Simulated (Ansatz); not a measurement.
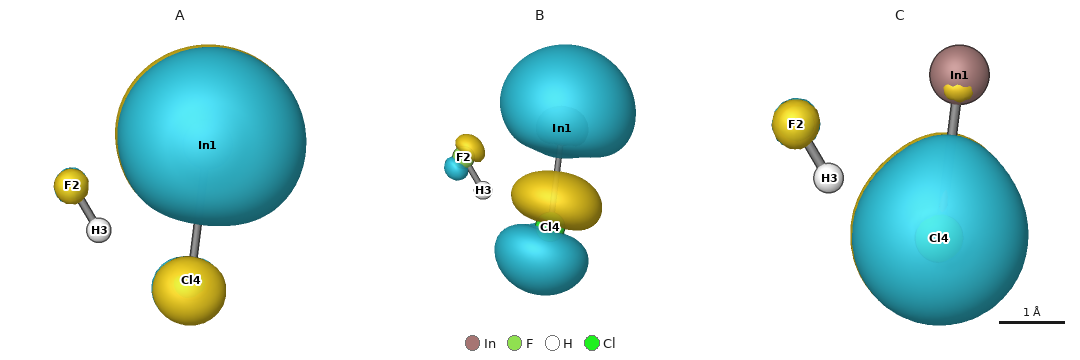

*ClIn···HF. Three frontier orbitals at ±0.08 Å⁻³ᐟ² (yellow and cyan are the two phases), in no order.*

Core potentials replace the inner electrons of In.

The calculation used UKS PBE/def2-TZVP (Ansatz 0.2.0).

Input file:

```
crystal:
  periodic: [false, false, false]
  atoms:
    - { symbol: In, position_ang: [-1.664392, -0.916522, 0.633904] }
    - { symbol: F, position_ang: [0.998248, -0.383332, -1.218988] }
    - { symbol: H, position_ang: [0.872057, 0.241305, -0.546519] }
    - { symbol: Cl, position_ang: [-0.205913, 1.058549, 1.131703] }
magnetization:
  spin_polarized: true
basis:
  gaussian: { orbitals: def2-TZVP }
hamiltonian:
  xc: pbe
relax:
  f_tol: 0.03
  max_steps: 50
output:
  orbitals: {}
```

Run with:

```sh
ansatz run input.yaml --threads 4 --pin off --max-ram 5120MiB --backend cpu --events-out ev --progress --plain --runs-dir out
```

The fields are those of the relaxed geometry.

Which picture is the HOMO−1, the HOMO and the LUMO?

Answer. C is the HOMO−1 (−7.17 eV). By Hirshfeld shares it lies mainly on Cl4 (about 90 %); it changes sign across the molecular plane (π type). B is the HOMO (−6.64 eV). Its weight (Hirshfeld) is mainly on In1 (about 55 %) and Cl4 (about 45 %); it is symmetric in the molecular plane (an in-plane orbital: σ, lone-pair or in-plane π type). A is the LUMO (−2.60 eV). By Hirshfeld shares it lies mainly on In1 (about 90 %); it changes sign across the molecular plane (π type).

What is the HOMO–LUMO gap?

Answer. 4.04 eV between the orbital energies.
